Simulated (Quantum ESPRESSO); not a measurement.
# 1T-SnSe2, 3 layers, AA stacking, stepped through the field along the normal, part 3 of 4

Wanted: a table for 1T-SnSe2, 3 layers, AA stacking against the field along the normal, and what can be fitted to it.

Quantum ESPRESSO 7.5; plane-wave DFT, PBE, GBRV ultrasoft pseudopotentials.

So far. Step 2 (Variable-cell relaxation of the reference):  The last row is no step: it is a fresh SCF in the final cell with a new plane-wave basis, +34 meV from the row before, a sign that the cell is biased by the basis (Pulay stress).

**5. Band structure, 0 V/Å**

Bands along a path place the edges.

m0.bands.in

```
&control
  prefix = 'm0.bands'
  outdir = './out'
  pseudo_dir = './pseudo'
  calculation = 'bands'
  tefield = .true.
  dipfield = .true.
/
&system
  ibrav = 0
  nat = 9
  ntyp = 2
  ecutwfc = 40
  ecutrho = 200
  occupations = 'smearing'
  smearing = 'fd'
  degauss = 0.002
  edir = 3
  emaxpos = 0.97
  eopreg = 0.04
  eamp = 0.0
  nbnd = 45
/
&electrons
  conv_thr = 1e-07
  mixing_beta = 0.4
  electron_maxstep = 120
  mixing_mode = 'local-TF'
/
ATOMIC_SPECIES
  Se  78.9710  se_pbe_v1.uspp.F.UPF
  Sn  118.7100  sn_pbe_v1.4.uspp.F.UPF
CELL_PARAMETERS angstrom
  3.81364117500000 0.00000000000000 0.00000000000000
  -1.90682058800000 3.30271013900000 0.00000000000000
  0.00000000000000 0.00000000000000 29.73146712900000
ATOMIC_POSITIONS crystal
  Se  0.666666666700 0.333333333300 0.241578178700
  Sn  0.000000000000 0.000000000000 0.295528711000
  Se  0.333333333300 0.666666666700 0.349515168400
  Se  0.666666666700 0.333333333300 0.446038539900
  Sn  0.000000000000 0.000000000000 0.500000000000
  Se  0.333333333300 0.666666666700 0.553961460100
  Se  0.666666666700 0.333333333300 0.650484831600
  Sn  0.000000000000 0.000000000000 0.704471289000
  Se  0.333333333300 0.666666666700 0.758421821300
K_POINTS crystal_b
4
  0.0000000000 0.0000000000 0.0000000000 10
  0.5000000000 0.0000000000 0.0000000000 10
  0.3333333333 0.3333333333 0.0000000000 10
  0.0000000000 0.0000000000 0.0000000000 1
```

The run is started by

```
cp -r out/m0.scf.save out/m0.bands.save
cp out/m0.scf.xml out/m0.bands.xml
OMP_NUM_THREADS=1 mpirun -n 4 pw.x -nk 4 -in m0.bands.in > m0.bands.out
```

Output:

```text
[banner, memory and clock lines left out]
Program PWSCF v.7.5 starts

          URL

     Presently no symmetry can be used with electric field

     Atomic positions and unit cell read from directory:
     ./out/m0.bands.save/

     G-vector sticks info

     bravais-lattice index     =            0
     lattice parameter (alat)  =       7.2067  a.u.
     unit-cell volume          =    2527.1047 (a.u.)^3
     number of atoms/cell      =            9
     number of atomic types    =            2
     number of electrons       =        78.00
     number of Kohn-Sham states=           45
     kinetic-energy cutoff     =      40.0000  Ry
     charge density cutoff     =     200.0000  Ry
     Exchange-correlation=  SLA  PW   PBX  PBC
                           (   1   4   3   4   0   0   0)

     celldm(1)=   7.206737  celldm(2)=   0.000000  celldm(3)=   0.000000
     celldm(4)=   0.000000  celldm(5)=   0.000000  celldm(6)=   0.000000

     crystal axes: (cart. coord. in units of alat)
               a(1) = (   1.000000   0.000000   0.000000 )
               a(2) = (  -0.500000   0.866025   0.000000 )
               a(3) = (   0.000000   0.000000   7.796084 )

     reciprocal axes: (cart. coord. in units 2 pi/alat)
               b(1) = (  1.000000  0.577350 -0.000000 )
               b(2) = (  0.000000  1.154701  0.000000 )
               b(3) = (  0.000000 -0.000000  0.128270 )

     PseudoPot. # 1 for Se read from file:
     ./pseudo/se_pbe_v1.uspp.F.UPF
     Pseudo is Ultrasoft + core correction, Zval =  6.0
     Generated by new atomic code, or converted to UPF format
     Using radial grid of  877 points,  6 beta functions with:
                l(1) =   0
                l(2) =   0
                l(3) =   1
                l(4) =   1
                l(5) =   2
                l(6) =   2
     Q(r) pseudized with  8 coefficients,  rinner =    1.300   1.300   1.300
                                                       1.300   1.300

     PseudoPot. # 2 for Sn read from file:
     ./pseudo/sn_pbe_v1.4.uspp.F.UPF
     Pseudo is Ultrasoft + core correction, Zval = 14.0
     Generated by new atomic code, or converted to UPF format
     Using radial grid of  891 points,  6 beta functions with:
                l(1) =   0
                l(2) =   0
                l(3) =   1
                l(4) =   1
                l(5) =   2
                l(6) =   2
     Q(r) pseudized with  8 coefficients,  rinner =    1.350   1.350   1.350
                                                       1.350   1.350

     atomic species   valence    mass     pseudopotential
     Se                6.00    78.97100     Se( 1.00)
     Sn               14.00   118.71000     Sn( 1.00)

     No symmetry found

   Cartesian axes

     site n.     atom                  positions (alat units)
         1        Se     tau(   1) = (   0.5000000   0.2886751   1.8833638  )
         2        Sn     tau(   2) = (   0.0000000   0.0000000   2.3039667  )
         3        Se     tau(   3) = (  -0.0000000   0.5773503   2.7248496  )
         4        Se     tau(   4) = (   0.5000000   0.2886751   3.4773539  )
         5        Sn     tau(   5) = (   0.0000000   0.0000000   3.8980420  )
         6        Se     tau(   6) = (  -0.0000000   0.5773503   4.3187301  )
         7        Se     tau(   7) = (   0.5000000   0.2886751   5.0712344  )
         8        Sn     tau(   8) = (   0.0000000   0.0000000   5.4921174  )
         9        Se     tau(   9) = (  -0.0000000   0.5773503   5.9127203  )

     number of k points=    31  Fermi-Dirac smearing, width (Ry)=  0.0020
                       cart. coord. in units 2pi/alat
        k(    1) = (   0.0000000   0.0000000   0.0000000), wk =   0.0645161
        k(    2) = (   0.0500000   0.0288675   0.0000000), wk =   0.0645161
        k(    3) = (   0.1000000   0.0577350   0.0000000), wk =   0.0645161
        k(    4) = (   0.1500000   0.0866025   0.0000000), wk =   0.0645161
        k(    5) = (   0.2000000   0.1154701   0.0000000), wk =   0.0645161
        k(    6) = (   0.2500000   0.1443376   0.0000000), wk =   0.0645161
        k(    7) = (   0.3000000   0.1732051   0.0000000), wk =   0.0645161
        k(    8) = (   0.3500000   0.2020726   0.0000000), wk =   0.0645161
        k(    9) = (   0.4000000   0.2309401   0.0000000), wk =   0.0645161
        k(   10) = (   0.4500000   0.2598076   0.0000000), wk =   0.0645161
        k(   11) = (   0.5000000   0.2886751   0.0000000), wk =   0.0645161
        k(   12) = (   0.4833333   0.3175426   0.0000000), wk =   0.0645161
        k(   13) = (   0.4666667   0.3464102   0.0000000), wk =   0.0645161
        k(   14) = (   0.4500000   0.3752777   0.0000000), wk =   0.0645161
        k(   15) = (   0.4333333   0.4041452   0.0000000), wk =   0.0645161
        k(   16) = (   0.4166667   0.4330127   0.0000000), wk =   0.0645161
        k(   17) = (   0.4000000   0.4618802   0.0000000), wk =   0.0645161
        k(   18) = (   0.3833333   0.4907477   0.0000000), wk =   0.0645161
        k(   19) = (   0.3666667   0.5196152   0.0000000), wk =   0.0645161
        k(   20) = (   0.3500000   0.5484828   0.0000000), wk =   0.0645161
        k(   21) = (   0.3333333   0.5773503   0.0000000), wk =   0.0645161
        k(   22) = (   0.3000000   0.5196152   0.0000000), wk =   0.0645161
        k(   23) = (   0.2666667   0.4618802   0.0000000), wk =   0.0645161
        k(   24) = (   0.2333333   0.4041452   0.0000000), wk =   0.0645161
        k(   25) = (   0.2000000   0.3464102   0.0000000), wk =   0.0645161
        k(   26) = (   0.1666667   0.2886751   0.0000000), wk =   0.0645161
        k(   27) = (   0.1333333   0.2309401   0.0000000), wk =   0.0645161
        k(   28) = (   0.1000000   0.1732051   0.0000000), wk =   0.0645161
        k(   29) = (   0.0666667   0.1154701   0.0000000), wk =   0.0645161
        k(   30) = (   0.0333333   0.0577350   0.0000000), wk =   0.0645161
        k(   31) = (   0.0000000   0.0000000   0.0000000), wk =   0.0645161

     Dense  grid:   120697 G-vectors     FFT dimensions: (  36,  36, 256)

     Smooth grid:    86501 G-vectors     FFT dimensions: (  30,  30, 240)

     The potential is recalculated from file :
     ./out/m0.bands.save/charge-density

     negative rho (up, down):  3.868E-04 0.000E+00

     Adding external electric field

     Computed dipole along edir(3) :
        Dipole                0.0001 Ry au,          0.0003 Debye
        Dipole field          0.0000 Ry au,

        Potential amp.       -0.0001 Ry
        Total length         53.9370 bohr

     Starting wfcs are   51 randomized atomic wfcs

     Band Structure Calculation
     Davidson diagonalization with overlap

[...]
-10.1750 -10.1359  -9.8835  -9.8241  -9.8090  -5.2791  -5.2332  -5.2115
    -2.7563  -2.5261  -2.3140  -1.2705  -1.2495  -1.0516  -0.8597  -0.6175
    -0.5902   0.5469   0.7651   0.9016   1.0270   1.2150   1.3761   3.1638
     3.1980   3.2334   6.2830   6.4970   6.5509

          k = 0.4167 0.4330 0.0000 ( 10806 PWs)   bands (ev):

   -19.4044 -19.4017 -19.4011 -19.3556 -19.3528 -19.3521 -19.3378 -19.3357
   -19.3350 -19.3084 -19.3067 -19.3060 -19.2995 -19.2965 -19.2958 -10.1968
   -10.1334 -10.0979  -9.8702  -9.8140  -9.8020  -5.2755  -5.2425  -5.2338
    -2.6750  -2.4440  -2.2302  -1.5131  -1.4238  -1.2402  -0.9042  -0.8012
    -0.7392   0.5209   0.5722   0.8256   0.9813   1.2268   1.4020   3.2410
     3.3562   3.4171   6.3462   6.6358   6.7492

          k = 0.4000 0.4619 0.0000 ( 10800 PWs)   bands (ev):

   -19.3999 -19.3972 -19.3965 -19.3601 -19.3573 -19.3567 -19.3348 -19.3328
   -19.3321 -19.3108 -19.3092 -19.3085 -19.2999 -19.2969 -19.2963 -10.1451
   -10.0859 -10.0550  -9.8590  -9.8068  -9.7985  -5.2801  -5.2565  -5.2559
    -2.5781  -2.3459  -2.1297  -1.7364  -1.5963  -1.4008  -1.0503  -0.9365
    -0.9037   0.3883   0.4998   0.7825   0.9788   1.2413   1.4193   3.2078
     3.4602   3.6366   6.3963   6.6112   6.8155

          k = 0.3833 0.4907 0.0000 ( 10802 PWs)   bands (ev):

   -19.3950 -19.3923 -19.3916 -19.3651 -19.3623 -19.3617 -19.3316 -19.3296
   -19.3289 -19.3135 -19.3118 -19.3111 -19.3004 -19.2974 -19.2967 -10.0887
   -10.0347 -10.0094  -9.8534  -9.8054  -9.8011  -5.3022  -5.2738  -5.2680
    -2.4682  -2.2342  -2.0142  -1.9225  -1.7409  -1.5272  -1.2804  -1.0959
    -1.0256   0.2689   0.4866   0.7634   0.9808   1.2603   1.4253   3.1486
     3.5114   3.8091   6.4360   6.5005   6.8620

          k = 0.3667 0.5196 0.0000 ( 10793 PWs)   bands (ev):

   -19.3901 -19.3873 -19.3866 -19.3702 -19.3675 -19.3668 -19.3282 -19.3262
   -19.3256 -19.3163 -19.3146 -19.3139 -19.3009 -19.2978 -19.2972 -10.0297
    -9.9824  -9.9639  -9.8577  -9.8126  -9.8115  -5.3298  -5.2926  -5.2767
    -2.3509  -2.1157  -2.0591  -1.8894  -1.8439  -1.6153  -1.4954  -1.2925
    -1.1534   0.2298   0.4644   0.7701   0.9683   1.2872   1.4184   3.0875
     3.5247   3.9244   6.4183   6.4597   6.9177

          k = 0.3500 0.5485 0.0000 ( 10815 PWs)   bands (ev):

   -19.3851 -19.3823 -19.3817 -19.3754 -19.3726 -19.3719 -19.3248 -19.3230
   -19.3223 -19.3191 -19.3173 -19.3167 -19.3013 -19.2982 -19.2975  -9.9712
    -9.9332  -9.9225  -9.8772  -9.8304  -9.8297  -5.3516  -5.3082  -5.2853
    -2.2416  -2.1492  -1.9970  -1.9093  -1.7593  -1.6675  -1.6650  -1.4630
    -1.2944   0.2590   0.4139   0.8083   0.9314   1.3228   1.3973   3.0434
     3.5206   3.9839   6.3923   6.4561   6.9845

          k = 0.3333 0.5774 0.0000 ( 10833 PWs)   bands (ev):

   -19.3803 -19.3803 -19.3776 -19.3774 -19.3769 -19.3768 -19.3219 -19.3219
   -19.3201 -19.3200 -19.3194 -19.3194 -19.3014 -19.2983 -19.2977  -9.9170
    -9.9169  -9.9018  -9.9014  -9.8466  -9.8458  -5.3603  -5.3148  -5.2895
    -2.1838  -2.1837  -1.9344  -1.9343  -1.7413  -1.6849  -1.6849  -1.5421
    -1.3725   0.3342   0.3343   0.8708   0.8709   1.3627   1.3628   3.0275
     3.5164   3.9998   6.4202   6.4203   7.0575

          k = 0.3000 0.5196 0.0000 ( 10807 PWs)   bands (ev):

   -19.3886 -19.3859 -19.3852 -19.3714 -19.3686 -19.3680 -19.3269 -19.3250
   -19.3243 -19.3181 -19.3162 -19.3156 -19.3007 -19.2977 -19.2970 -10.0609
   -10.0098  -9.9881  -9.8438  -9.7969  -9.7940  -5.3159  -5.2769  -5.2592
    -2.2864  -2.1523  -2.0187  -1.9264  -1.7864  -1.6462  -1.5272  -1.3194
    -1.1273   0.1402   0.5094   0.7547   0.9934   1.2900   1.4287   3.0893
     3.5446   3.9698   6.2962   6.5484   6.9083

          k = 0.2667 0.4619 0.0000 ( 10799 PWs)   bands (ev):

   -19.3941 -19.3914 -19.3908 -19.3640 -19.3613 -19.3606 -19.3308 -19.3288
   -19.3282 -19.3176 -19.3155 -19.3149 -19.2993 -19.2965 -19.2959 -10.2811
   -10.2112 -10.1691  -9.8389  -9.7697  -9.7459  -5.1733  -5.1448  -5.1402
    -2.3478  -2.1994  -2.0161  -1.8371  -1.6396  -1.5611  -1.1547  -0.9477
    -0.7384   0.0156   0.4270   0.9438   0.9440   1.3556   1.4403   3.2492
     3.6267   3.9350   6.2161   6.4941   7.0051

          k = 0.2333 0.4041 0.0000 ( 10783 PWs)   bands (ev):

   -19.3961 -19.3934 -19.3928 -19.3584 -19.3557 -19.3551 -19.3332 -19.3312
   -19.3305 -19.3189 -19.3167 -19.3160 -19.2994 -19.2968 -19.2962 -10.5533
   -10.4687 -10.4096  -9.8963  -9.7975  -9.7465  -4.9476  -4.9206  -4.9197
    -2.2408  -2.1304  -1.9745  -1.5346  -1.4813  -1.4115  -0.7535  -0.5538
    -0.3253   0.0830   0.3515   0.8179   1.2070   1.4023   1.4792   3.4603
     3.7350   3.9216   6.2510   6.3854   6.8573

          k = 0.2000 0.3464 0.0000 ( 10765 PWs)   bands (ev):

   -19.3946 -19.3920 -19.3913 -19.3550 -19.3524 -19.3517 -19.3340 -19.3319
   -19.3312 -19.3207 -19.3183 -19.3176 -19.3024 -19.2998 -19.2992 -10.8467
   -10.7517 -10.6803 -10.0052  -9.8781  -9.8002  -4.6790  -4.6410  -4.6334
    -1.9598  -1.8992  -1.7475  -1.4527  -1.1944  -1.1237  -0.3698  -0.1750
     0.0784   0.3476   0.4607   0.7741   1.2143   1.5370   1.5510   3.6840
     3.8442   3.9269   6.3582   6.3826   6.6705

          k = 0.1667 0.2887 0.0000 ( 10769 PWs)   bands (ev):

   -19.3902 -19.3877 -19.3871 -19.3539 -19.3515 -19.3508 -19.3331 -19.3309
   -19.3303 -19.3222 -19.3196 -19.3190 -19.3078 -19.3052 -19.3046 -11.1325
   -11.0307 -10.9514 -10.1468  -9.9960  -9.8951  -4.4518  -4.3658  -4.3181
    -1.5543  -1.5309  -1.3439  -1.2223  -0.9646  -0.7493  -0.0457   0.1695
     0.4587   0.7077   0.7280   0.8834   1.1232   1.5602   1.7155   3.8922
     3.9486   3.9636   6.3993   6.4340   6.5453

          k = 0.1333 0.2309 0.0000 ( 10791 PWs)   bands (ev):

   -19.3841 -19.3818 -19.3812 -19.3554 -19.3531 -19.3524 -19.3308 -19.3286
   -19.3279 -19.3233 -19.3206 -19.3199 -19.3142 -19.3117 -19.3110 -11.3889
   -11.2828 -11.1985 -10.2985 -10.1296 -10.0108  -4.3239  -4.1535  -4.0269
    -1.1246  -1.0077  -0.8003  -0.7370  -0.6108  -0.3820   0.1603   0.4710
     0.8026   0.9786   1.0600   1.1242   1.1897   1.5412   1.8140   4.0089
     4.0538   4.1006   6.2640   6.3606   6.3981

          k = 0.1000 0.1732 0.0000 ( 10819 PWs)   bands (ev):

   -19.3778 -19.3757 -19.3750 -19.3588 -19.3567 -19.3561 -19.3276 -19.3253
   -19.3252 -19.3245 -19.3223 -19.3216 -19.3189 -19.3165 -19.3158 -11.6006
   -11.4919 -11.4045 -10.4388 -10.2572 -10.1256  -4.2894  -4.0291  -3.8045
    -0.5612  -0.4958  -0.1725  -0.0985  -0.0611   0.0209   0.2739   0.7095
     1.0666   1.1607   1.3232   1.3936   1.4316   1.5634   1.8357   4.1247
     4.1350   4.1522   6.0056   6.0928   6.1171

          k = 0.0667 0.1155 0.0000 ( 10811 PWs)   bands (ev):

   -19.3726 -19.3705 -19.3699 -19.3631 -19.3611 -19.3605 -19.3288 -19.3257
   -19.3250 -19.3241 -19.3217 -19.3210 -19.3203 -19.3178 -19.3172 -11.7577
   -11.6474 -11.5583 -10.5508 -10.3609 -10.2210  -4.3046  -3.9756  -3.6641
    -0.1967   0.0715   0.4286   0.4469   0.5158   0.6073   0.6923   0.8925
     1.2537   1.3501   1.4540   1.5883   1.6250   1.6834   1.8016   3.8765
     4.0834   4.2561   5.6437   5.6864   5.7126

          k = 0.0333 0.0577 0.0000 ( 10835 PWs)   bands (ev):

   -19.3692 -19.3672 -19.3667 -19.3666 -19.3647 -19.3641 -19.3315 -19.3283
   -19.3277 -19.3215 -19.3205 -19.3190 -19.3183 -19.3180 -19.3173 -11.8541
   -11.7430 -11.6529 -10.6227 -10.4282 -10.2836  -4.3289  -3.9598  -3.5925
    -0.1563   0.4738   0.9318   0.9823   1.0922   1.1303   1.1551   1.1913
     1.4075   1.5520   1.5642   1.6610   1.6843   1.7685   1.7803   3.3658
     3.8374   4.2826   5.1802   5.2227   5.2538

          k = 0.0000 0.0000 0.0000 ( 10871 PWs)   bands (ev):

   -19.3680 -19.3680 -19.3661 -19.3661 -19.3654 -19.3654 -19.3324 -19.3293
   -19.3286 -19.3205 -19.3205 -19.3180 -19.3180 -19.3173 -19.3173 -11.8866
   -11.7752 -11.6849 -10.6474 -10.4514 -10.3054  -4.3393  -3.9573  -3.5712
    -0.1605   0.5566   1.2523   1.2523   1.3214   1.3214   1.3763   1.3763
     1.3770   1.6289   1.6289   1.7307   1.7307   1.7881   1.7881   3.0525
     3.6624   4.2362   4.9279   5.0112   5.0482

     XML data file, pseudopotentials, collected wavefunctions

                                        0.00s GPU  (     561 calls)
```

Elapsed: 2.4 min, on 4 MPI ranks of Arm Neoverse V2, shared host; peak memory 0.64 GiB; 9.8 min of CPU time.

Read from the output:

| Property | Result |
| --- | --- |
| valence top, on the run's zero | 1.888 eV |
| gap by band count | 0.6042 eV |

Band numbers count within the set of bands kept for display. The electronic bands at the labelled points (eV, zero at the highest filled level of the SCF mesh; v1 is the highest filled band, c1 the lowest empty one):

```
point     v4     v3     v2     v1    c1    c2    c3    c4
    Γ  -0.15  -0.15  -0.10  -0.10  1.17  1.78  2.35  3.04
    M  -0.81  -0.68  -0.46  -0.28  0.61  0.70  1.07  3.78
    K  -1.01  -1.01  -0.52  -0.52  1.14  1.63  2.12  4.54
    Γ  -0.15  -0.15  -0.10  -0.10  1.17  1.78  2.35  3.04
```

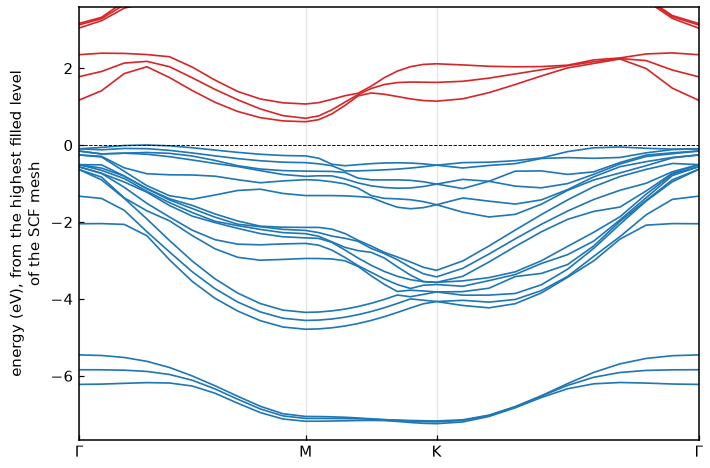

Electronic bands along the path; lines of filled and empty bands in two colours.

Along this path the valence top lies between Γ and M and the conduction bottom at M.

[end of part 3 of 4]

[Logs are printed without paths, hosts, clocks, repeated set-up lines and the standing remarks that a program may print on its own settings, such as how far it seeks lower states.]

[Hosts, paths, dates, database ids (printed as entryN), source tags and the programs' standing remarks are cut or masked in the printed files.]

[Maps of the electrostatic potential energy from Ansatz leave out the sawtooth potential of an applied field or a dipole correction, so their vacuum need not be flat; planar profiles and work functions include it.]
